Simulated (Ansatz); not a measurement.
BrClFH3Si2 (SMILES F[Si]([SiH3])(Cl)Br)

| atom | x (Å) | y (Å) | z (Å) |
| --- | --- | --- | --- |
| F | 0.3893 | 0.2310 | -2.2254 |
| Si | -0.4261 | 0.4592 | -0.8798 |
| Si | 0.5896 | -0.6225 | 0.9192 |
| Cl | -2.3118 | -0.2484 | -1.1986 |
| Br | -0.5204 | 2.6362 | -0.5365 |
| H | 0.6419 | -2.0810 | 0.6461 |
| H | -0.2300 | -0.3530 | 2.1263 |
| H | 1.9595 | -0.0785 | 1.0929 |

Geometry: PBE0-D4/def2-TZVP.

Level of theory: RKS PBE0-D4/def2-TZVPP in Ansatz 0.2.0.

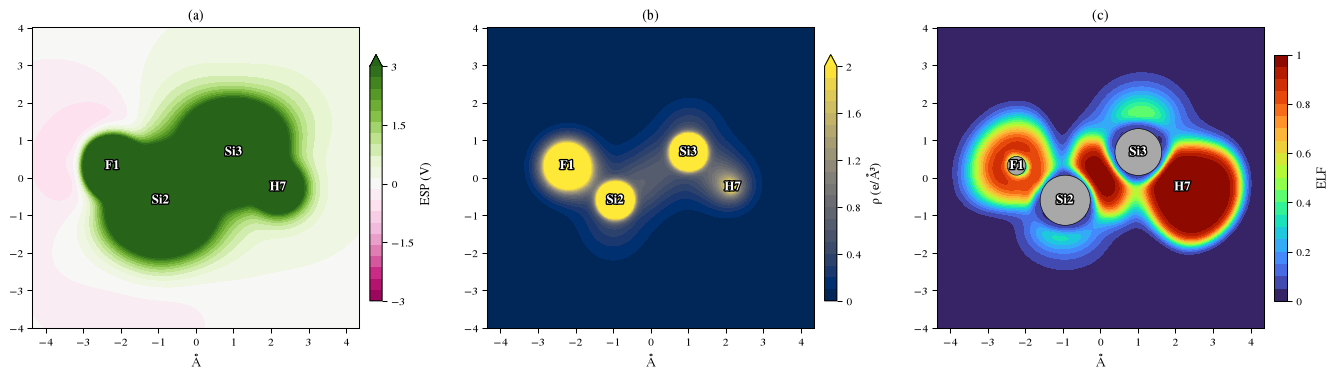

Figure 1. (a) electrostatic potential; (b) total electron density; (c) electron localisation function on the plane of atoms Si2, Si3 and H7. Grey discs cover the atomic cores in the ELF map.

What do the fields say about this system?

Answer. The plane passes through F, Si and H nuclei. Si–F (1.59 Å): ρ at the midpoint is about 1.2 e/Å³; the ELF peaks at about 0.85 in the valence shell of F, 0.6 Å from its nucleus, and is about 0.55 at the midpoint. Si–Si (2.33 Å): the density is about 0.67 e/Å³ at the midpoint; the ELF peaks at about 1 between the atoms; localised, covalent bonding. Si–H (1.48 Å): the density is about 0.8 e/Å³ at the midpoint; the ELF climbs to about 1 towards the hydrogen, as it does in any bond to H. The ELF also peaks beside F1, away from the bonds: lone-pair regions. Outside the dense part of the molecule the potential is most negative (−0.6 V) near F1.

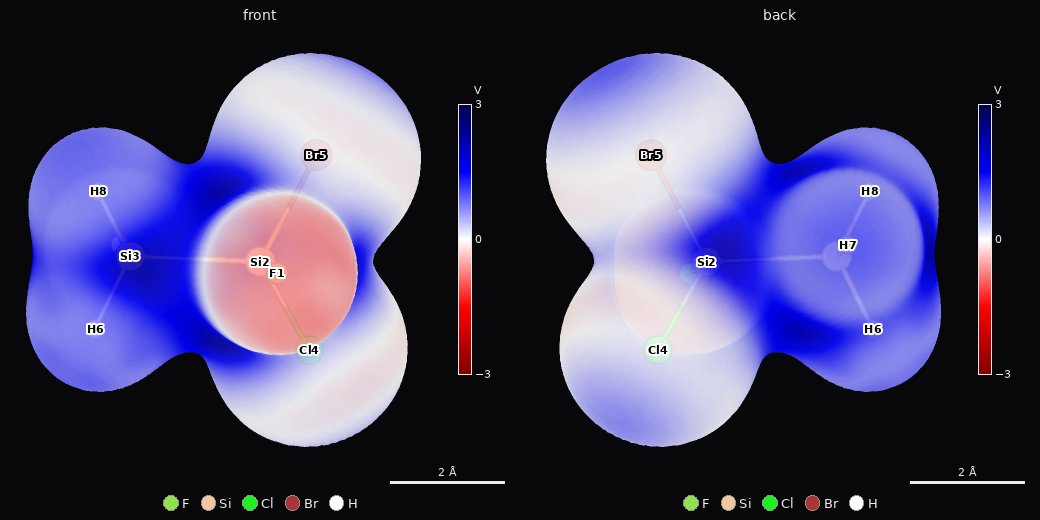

Figure 2. The electrostatic potential painted on the density surface at 0.004 e/bohr³, seen from the front and from behind; the colour scale runs from red (negative) to blue (positive).

Which sites attract a positive test charge, and which a negative one?

Answer. A positive charge is drawn to the negative regions and a negative charge to the positive ones. The most negative region (about −0.7 V, or −16 kcal/mol for a unit charge) lies over F1, the most positive (about +2.2 V, or +51 kcal/mol for a unit charge) over Si2 and Si3. Cl4 shows a σ-hole: about +0.7 V, or +16 kcal/mol for a unit charge at the tip opposite its bond, against about 0.0 V on its flanks. Br5 shows a σ-hole: about +0.9 V, or +21 kcal/mol for a unit charge at the tip opposite its bond, against about 0.0 V on its flanks.

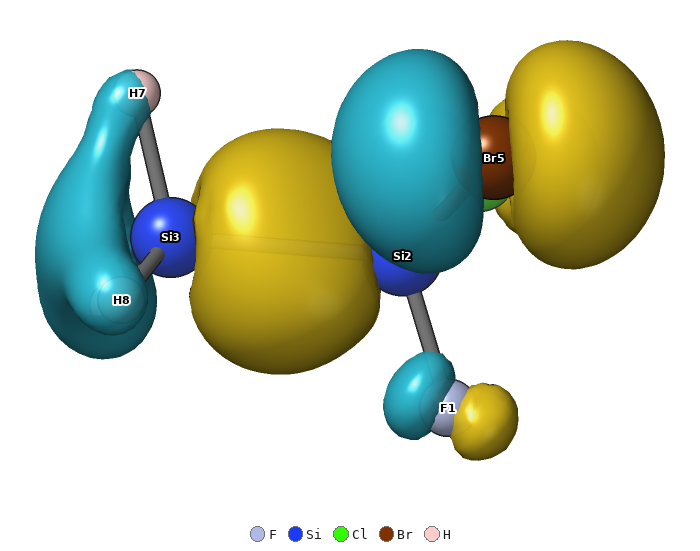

Figure 3. The HOMO at ±0.1 Å⁻³ᐟ² (yellow and cyan are the two phases), seen from one side.

Describe this orbital and give its energy.

Answer. It lies mainly on Br5 (about 40 %), Si3 (about 20 %), Si2 (about 20 %) and Cl4 (about 10 %). Its energy is −8.57 eV.

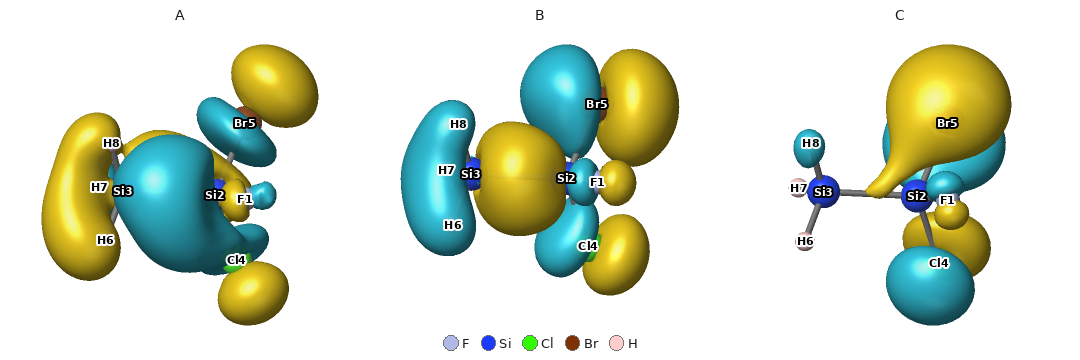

Figure 4. Three frontier orbitals at ±0.06 Å⁻³ᐟ² (yellow and cyan are the two phases), in no order.

Which picture is the HOMO−1, the HOMO and the LUMO?

Answer. C is the HOMO−1 (−8.94 eV). It lies mainly on Br5 (about 75 %) and Cl4 (about 15 %); largely a lone pair of Br5. B is the HOMO (−8.57 eV). By Hirshfeld shares it lies mainly on Br5 (about 40 %), Si3 (about 20 %), Si2 (about 20 %) and Cl4 (about 10 %). A is the LUMO (−0.72 eV). By Hirshfeld shares it lies mainly on Si2 (about 35 %), Si3 (about 25 %), Br5 (about 15 %) and Cl4 (about 10 %).

What is the HOMO–LUMO gap?

Answer. 7.85 eV between the orbital energies.
